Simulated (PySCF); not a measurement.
C5H12FPSi2

The calculation's input:

```
{"job": {"kind": "nmr", "xc": "PBE0", "basis": "pcSseg-1"}, "charge": 0, "multiplicity": 1}
C     -3.328285    -1.271002     0.386243
C     -2.583858    -0.461024     1.122527
C     -1.614472     0.525221     0.611752
C     -1.831081     1.221995    -0.699405
C     -0.747439     0.197308    -0.589765
Si     1.059197     0.722671    -0.624270
P      2.244339    -1.178261    -0.662413
Si     4.244043    -0.432619    -0.055253
F      4.785223     0.441233    -1.293941
H     -3.289021    -1.276131    -0.690363
H     -4.014262    -1.967884     0.835157
H     -2.662850    -0.502000     2.201604
H     -1.144821     1.116277     1.388876
H     -2.721073     0.975655    -1.258984
H     -1.546510     2.261177    -0.770109
H     -0.966304    -0.762194    -1.045807
H      1.342895     1.596354     0.527070
H      1.386082     1.458470    -1.849789
H      1.891321    -1.611294     0.601474
H      5.181145    -1.538821     0.074101
H      4.306809     0.501812     1.063203
```

Command:

```sh
OMP_NUM_THREADS=1 python probes_run.py task.json out
```

Geometry: GFN2-xTB.

The calculation used PBE0/pcSseg-1, SCF density, gas phase, non-relativistic (PySCF).

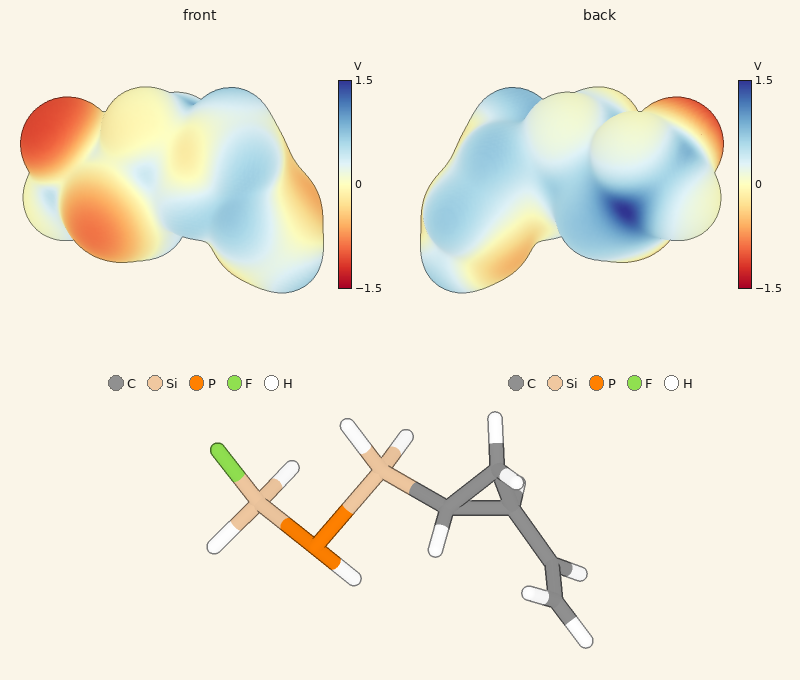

Figure 1. The molecular electrostatic potential painted on the density surface at 0.001 e/bohr³, seen from the front and from behind; red is negative and blue positive. The bare structure is drawn below in the same view.

**Which sites attract a positive test charge, and which a negative one?**

A positive charge is drawn to the negative regions and a negative charge to the positive ones. The most negative region (about −1.1 V) lies over F9, the most positive (about +1.3 V) over Si8.

**How polar is the molecule by this calculation?**

Its dipole moment is 2.50 D.

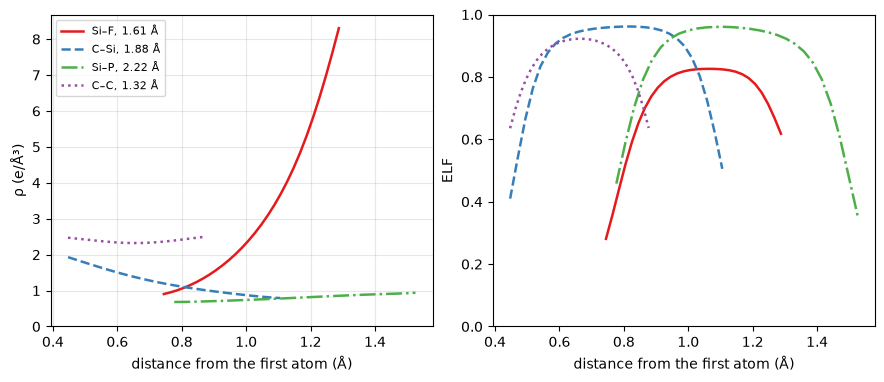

Figure 2. Electron density and ELF along straight lines between neighbouring atoms. The curves leave out the atomic cores.

**Compare the contacts.**

Si–F (1.61 Å): the density is about 1.1 e/Å³ at the midpoint; the ELF peaks at about 0.85 in the valence shell of F, 0.5 Å from its nucleus, and is about 0.50 at the midpoint.
C–Si (1.88 Å): ρ at the midpoint is about 0.93 e/Å³; the ELF peaks at about 0.95 between the atoms, as expected for a covalent bond.
Si–P (2.22 Å): ρ at the midpoint is about 0.78 e/Å³; the ELF peaks at about 0.95 between the atoms (localised, covalent bonding).
C–C (1.32 Å): ρ is about 2.3 e/Å³ halfway; the ELF peaks at about 0.90 between the atoms (a short, multiple covalent bond).
